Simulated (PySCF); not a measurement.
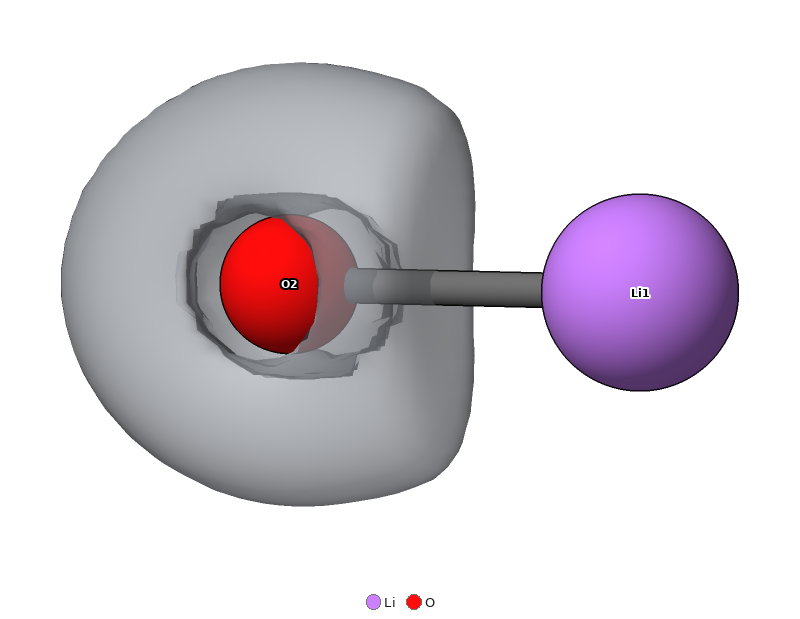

LiO (doublet). Isosurface of the electron localisation function at 0.8 (grey), seen from one side. Core shells and regions of very low density are left out.

These are results of PySCF, PBE0/aug-pcseg-1, non-relativistic, at a bond length of 1.716 Å, not measurements.

**Identify the bonds, lone pairs and shells in this picture.**

The ELF exceeds this value in one region wrapped around O (its valence shell). Along the contacts the grid gives the following. Li–O (1.72 Å): the ELF peaks at about 0.90 in the valence shell of O, 0.6 Å from its nucleus, and falls to about 0.25 next to Li; a largely ionic contact.
